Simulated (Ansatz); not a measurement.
AlSiH₅OF₂: geometry relaxation (part 2 of 2)

AlSiH₅OF₂; RKS r2SCAN-D4/def2-SVP (Ansatz 0.2.0). It belongs to a series of runs on one base structure; here: end point A relaxed.

Geometry of the input (Å):
```
Al -0.0262  -0.1955  0.0791
O  -0.1928  -0.3197  1.8052
Si -1.3211  -0.5115  3.0129
H  -2.4565  -1.3649  2.5379
H  -0.6750  -1.1656  4.1884
H  -1.8535  0.8273  3.4123
F  1.4699  -0.2643  -0.6105
F  -1.3679  -0.1176  -0.8820
H  0.1160  2.4277  0.9127
H  0.0521  1.8320  1.3156
```

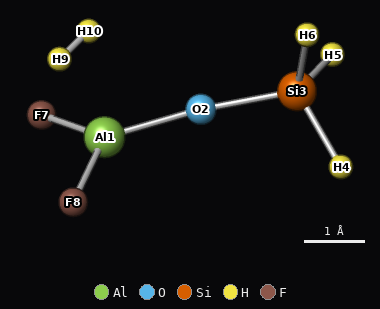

The geometry at step 10 of the log (ball-and-stick view, seen at a tilt; atoms are numbered from 1 in the order of the input).

**Trajectory as extended XYZ, continued**
```
10
Properties=species:S:1:pos:R:3:forces:R:3 step=4 energy=-22027.37859
Al   -0.0120    0.0324    0.2335    0.0209  -0.2594  -0.0421
O    -0.2183   -0.3753    1.8630   -0.1619   0.0131   0.0433
Si   -1.3476   -0.6016    3.0596    0.1084   0.0593  -0.0214
H    -2.4890   -1.4342    2.5751    0.0147  -0.0107   0.0000
H    -0.7080   -1.2635    4.2301   -0.0022  -0.0150   0.0037
H    -1.8753    0.7325    3.4818   -0.0327  -0.0075   0.0381
F     1.4745   -0.1561   -0.4649    0.0022   0.1040  -0.0074
F    -1.3303    0.1794   -0.7573    0.0293   0.0937  -0.0122
H     0.1463    2.1779    0.4205   -0.0191  -0.2510   0.3074
H     0.1046    1.8566    1.1305    0.0404   0.2736  -0.3095
10
Properties=species:S:1:pos:R:3:forces:R:3 step=5 energy=-22027.39255
Al   -0.0186    0.0070    0.2351    0.0971   0.0605   0.0118
O    -0.2340   -0.3905    1.8682   -0.1480  -0.0304  -0.0780
Si   -1.3543   -0.6064    3.0742    0.0773   0.0042  -0.0015
H    -2.4932   -1.4465    2.5975   -0.0037  -0.0051  -0.0010
H    -0.7113   -1.2692    4.2428    0.0102  -0.0017  -0.0004
H    -1.8885    0.7236    3.5033   -0.0025  -0.0122   0.0069
F     1.4873   -0.0894   -0.4485   -0.1197  -0.0519   0.0234
F    -1.3230    0.2421   -0.7610    0.0759  -0.0633   0.0206
H     0.1584    2.1080    0.3629   -0.0091  -0.0439   0.1890
H     0.1221    1.8694    1.0973    0.0227   0.1437  -0.1709
10
Properties=species:S:1:pos:R:3:forces:R:3 step=6 energy=-22027.40579
Al   -0.0170    0.0176    0.2065   -0.0013  -0.0893  -0.1300
O    -0.3984   -0.3807    1.7946    0.0758   0.0255  -0.0054
Si   -1.3769   -0.6178    3.0995   -0.0927  -0.1206   0.1165
H    -2.5611   -1.4503    2.7142    0.0657   0.0256   0.0632
H    -0.6120   -1.2998    4.1891   -0.0626   0.0324  -0.0654
H    -1.8679    0.7010    3.6036   -0.0005   0.0085   0.0266
F     1.5248   -0.1484   -0.3675    0.0101   0.0269   0.0651
F    -1.2100    0.2247   -0.9251    0.0306   0.0943   0.0448
H     0.0783    2.1229    0.3574   -0.0096   0.1290  -0.1324
H     0.1851    1.9789    1.0995   -0.0154  -0.1323   0.0171
10
Properties=species:S:1:pos:R:3:forces:R:3 step=7 energy=-22027.41780
Al   -0.0042    0.0184    0.2260   -0.1155  -0.0083  -0.2189
O    -0.4302   -0.3992    1.8008    0.0482   0.0877  -0.0693
Si   -1.3903   -0.6420    3.1218   -0.0274  -0.1043   0.1194
H    -2.5847   -1.4704    2.7584    0.0750   0.0451   0.0317
H    -0.6117   -1.3397    4.1936   -0.0607   0.0440  -0.0887
H    -1.8634    0.6735    3.6548    0.0058  -0.0147  -0.0104
F     1.5453   -0.1747   -0.3229   -0.0394   0.0124   0.0978
F    -1.1674    0.3015   -0.9275    0.1174   0.0015   0.1252
H     0.0749    2.1821    0.2632   -0.0043  -0.0849   0.1101
H     0.1766    1.9984    1.0036    0.0010   0.0215  -0.0969
10
Properties=species:S:1:pos:R:3:forces:R:3 step=8 energy=-22027.42282
Al   -0.0051    0.0244    0.2166   -0.0810  -0.0196  -0.1778
O    -0.4685   -0.3918    1.7812    0.0076   0.0695  -0.0316
Si   -1.3949   -0.6397    3.1268    0.0183  -0.1162   0.0636
H    -2.5956   -1.4713    2.7933    0.0708   0.0524   0.0212
H    -0.5889   -1.3439    4.1748   -0.0642   0.0598  -0.0859
H    -1.8570    0.6734    3.6761    0.0132  -0.0219  -0.0147
F     1.5578   -0.1755   -0.2937   -0.0687   0.0054   0.0985
F    -1.1355    0.3218   -0.9658    0.1085  -0.0046   0.1300
H     0.0467    2.1580    0.2625   -0.0038  -0.0286   0.0695
H     0.1861    1.9925    1.0000   -0.0006   0.0037  -0.0728
10
Properties=species:S:1:pos:R:3:forces:R:3 step=9 energy=-22027.42708
Al   -0.0082    0.0286    0.2023   -0.0126  -0.0271  -0.0779
O    -0.5247   -0.3849    1.7519   -0.0541   0.0219   0.0202
Si   -1.3997   -0.6425    3.1335    0.0930  -0.0305  -0.0732
H    -2.6132   -1.4678    2.8392    0.0679   0.0249   0.0225
H    -0.5523   -1.3443    4.1491   -0.0714   0.0389  -0.0799
H    -1.8416    0.6695    3.7021    0.0132  -0.0254  -0.0099
F     1.5750   -0.1856   -0.2421   -0.1365   0.0039   0.0820
F    -1.0884    0.3568   -1.0189    0.1007  -0.0263   0.1332
H     0.0004    2.1366    0.2637    0.0143   0.0047   0.0890
H     0.1977    1.9816    0.9911   -0.0144   0.0149  -0.1059
10
Properties=species:S:1:pos:R:3:forces:R:3 step=10 energy=-22027.42915
Al   -0.0104    0.0316    0.1994    0.0164  -0.0489  -0.0018
O    -0.5452   -0.3788    1.7434   -0.0802   0.0318   0.0319
Si   -1.4026   -0.6395    3.1358    0.1245  -0.0732  -0.1122
H    -2.6105   -1.4765    2.8588    0.0239   0.0467   0.0032
H    -0.5463   -1.3534    4.1332   -0.0384   0.0574  -0.0434
H    -1.8370    0.6703    3.7145    0.0072  -0.0314  -0.0103
F     1.5780   -0.1995   -0.2160   -0.1267   0.0135   0.0548
F    -1.0711    0.3705   -1.0339    0.0677  -0.0197   0.0943
H    -0.0197    2.1391    0.2593    0.0245  -0.0017   0.0908
H     0.2098    1.9842    0.9774   -0.0188   0.0255  -0.1073
10
Properties=species:S:1:pos:R:3:forces:R:3 step=11 energy=-22027.43558
Al   -0.0237    0.0320    0.2058    0.0025   0.0427   0.0059
O    -0.6215   -0.3255    1.7339    0.0141  -0.0046  -0.0624
Si   -1.4096   -0.6515    3.1432   -0.0403  -0.0089   0.0679
H    -2.6116   -1.5011    2.8892    0.0130   0.0043  -0.0053
H    -0.5043   -1.3657    4.0909    0.0027   0.0016  -0.0135
H    -1.8519    0.6282    3.7766    0.0013  -0.0062   0.0028
F     1.5693   -0.2438   -0.1433   -0.0118  -0.0028   0.0063
F    -1.0336    0.3866   -1.0610    0.0097  -0.0142   0.0121
H    -0.0172    2.1621    0.2153   -0.0003  -0.0103   0.0034
H     0.2492    2.0267    0.9211    0.0092  -0.0015  -0.0172
10
Properties=species:S:1:pos:R:3:forces:R:3 step=12 energy=-22027.42886 accepted=F
Al   -0.0222    0.0638    0.2215    0.0536  -0.2359  -0.1563
O    -0.6578   -0.3178    1.7220   -0.0713   0.0502   0.2577
Si   -1.4187   -0.6551    3.1489    0.0531  -0.0146  -0.1476
H    -2.6159   -1.5088    2.8930   -0.0126   0.0040   0.0351
H    -0.4896   -1.3773    4.0659   -0.0044   0.0036   0.0162
H    -1.8547    0.6159    3.8034    0.0017  -0.0067   0.0032
F     1.5636   -0.2714   -0.1172   -0.0155   0.1106   0.0483
F    -1.0199    0.3600   -1.0681   -0.0099   0.1241  -0.0102
H    -0.0678    2.1739    0.2291   -0.0420   0.0088  -0.1110
H     0.3279    2.0648    0.8733    0.0473  -0.0440   0.0647
10
Properties=species:S:1:pos:R:3:forces:R:3 step=13 energy=-22027.43702
Al   -0.0276    0.0381    0.2105    0.0421   0.0143  -0.0065
O    -0.6453   -0.3206    1.7283   -0.0155  -0.0042   0.0289
Si   -1.4150   -0.6541    3.1479   -0.0037  -0.0064  -0.0133
H    -2.6148   -1.5064    2.8974   -0.0025   0.0008   0.0107
H    -0.4949   -1.3718    4.0778    0.0017   0.0000   0.0008
H    -1.8531    0.6207    3.7935    0.0011  -0.0075   0.0026
F     1.5689   -0.2418   -0.1210   -0.0164   0.0024   0.0089
F    -1.0245    0.3881   -1.0666   -0.0121   0.0057  -0.0161
H    -0.0360    2.1605    0.2109   -0.0173   0.0024  -0.0406
H     0.2871    2.0354    0.8931    0.0226  -0.0075   0.0245
10
Properties=species:S:1:pos:R:3:forces:R:3 step=14 energy=-22027.43775
Al   -0.0381    0.0518    0.2213    0.0775  -0.0108   0.0088
O    -0.7129   -0.2840    1.7193   -0.0365  -0.0182   0.0781
Si   -1.4263   -0.6665    3.1571    0.0202   0.0498  -0.0176
H    -2.6214   -1.5301    2.9302   -0.0065  -0.0150  -0.0035
H    -0.4640   -1.3892    4.0409   -0.0038  -0.0012  -0.0148
H    -1.8624    0.5852    3.8494    0.0091  -0.0189  -0.0107
F     1.5633   -0.2654   -0.0546   -0.0433   0.0242   0.0062
F    -0.9926    0.4015   -1.0874   -0.0224   0.0148  -0.0357
H    -0.0469    2.1727    0.1681    0.1359  -0.0443   0.2182
H     0.3463    2.0720    0.8275   -0.1302   0.0197  -0.2289
10
Properties=species:S:1:pos:R:3:forces:R:3 step=15 energy=-22027.43894
Al   -0.0397    0.0514    0.2232    0.0487   0.0006  -0.0036
O    -0.7088   -0.2817    1.7245   -0.0167   0.0002   0.0312
Si   -1.4273   -0.6654    3.1580    0.0109   0.0155   0.0086
H    -2.6188   -1.5330    2.9255   -0.0114  -0.0019  -0.0007
H    -0.4673   -1.3916    4.0411   -0.0013   0.0048  -0.0028
H    -1.8653    0.5854    3.8504    0.0043  -0.0204  -0.0074
F     1.5613   -0.2581   -0.0581   -0.0194   0.0114   0.0059
F    -0.9992    0.3954   -1.0837   -0.0148   0.0127  -0.0235
H    -0.0329    2.1740    0.1648    0.0167  -0.0172   0.0329
H     0.3431    2.0716    0.8260   -0.0170  -0.0058  -0.0406
10
Properties=species:S:1:pos:R:3:forces:R:3 step=16 energy=-22027.43948
Al   -0.0408    0.0563    0.2269   -0.0111   0.0115  -0.0119
O    -0.7227   -0.2762    1.7231   -0.0086  -0.0044   0.0168
Si   -1.4300   -0.6677    3.1601    0.0053   0.0036  -0.0093
H    -2.6242   -1.5338    2.9323   -0.0010  -0.0002   0.0002
H    -0.4632   -1.3972    4.0327    0.0001  -0.0004  -0.0007
H    -1.8634    0.5783    3.8612   -0.0005  -0.0020   0.0028
F     1.5626   -0.2477   -0.0412    0.0091  -0.0021  -0.0001
F    -0.9935    0.3996   -1.0871    0.0061  -0.0032   0.0060
H    -0.0456    2.1662    0.1622   -0.0011   0.0006  -0.0014
H     0.3659    2.0703    0.8016    0.0017  -0.0034  -0.0025
```

**Summary**

| quantity | value |
| --- | --- |
| outcome | converged |
| total energy | −22027.4395 eV |
| mean-field energy | −22027.3943 eV |
| largest force (length of the vector) at the end | 0.020 eV/Å |
| wall time | 31 s (CPU time 1.9 min) |
| peak memory | 0.18 GiB |
